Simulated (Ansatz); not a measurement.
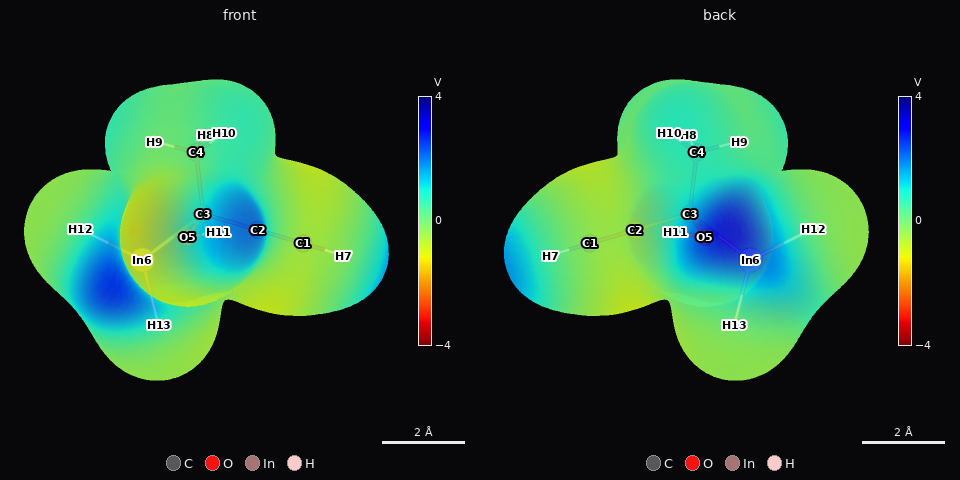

The picture shows: C4H7InO (SMILES C#C[C](C)(O)[InH2]). The molecular electrostatic potential painted on the density surface at 0.002 e/bohr³, seen from the front and from behind; red is negative and blue positive.

Geometry: PBE0-D4/def2-TZVP; core potentials replace the inner electrons of In.

The calculation used RKS PBE0-D4/def2-TZVPP in Ansatz 0.2.0.

```yaml
atoms:
  - { symbol: C, position_ang: [-2.1480, 0.3577, 1.2931] }
  - { symbol: C, position_ang: [-1.0793, 0.1688, 0.7698] }
  - { symbol: C, position_ang: [0.1992, -0.0548, 0.1446] }
  - { symbol: C, position_ang: [0.3430, -1.4734, -0.3730] }
  - { symbol: O, position_ang: [1.2853, 0.2879, 1.0232] }
  - { symbol: In, position_ang: [0.6150, 1.5386, -1.3290] }
  - { symbol: H, position_ang: [-3.0927, 0.5359, 1.7493] }
  - { symbol: H, position_ang: [-0.4500, -1.7096, -1.0863] }
  - { symbol: H, position_ang: [1.3067, -1.6042, -0.8684] }
  - { symbol: H, position_ang: [0.2764, -2.1942, 0.4512] }
  - { symbol: H, position_ang: [1.1094, -0.0810, 1.8973] }
  - { symbol: H, position_ang: [1.6461, 1.1185, -2.6495] }
  - { symbol: H, position_ang: [-0.0111, 3.1097, -1.0222] }
```

> Which sites attract a positive test charge, and which a negative one?

A positive charge is drawn to the negative regions and a negative charge to the positive ones. The most negative region (about −1.1 V) lies over O5, the most positive (about +3.0 V) over In6. O5 is the likeliest acceptor of a hydrogen bond.
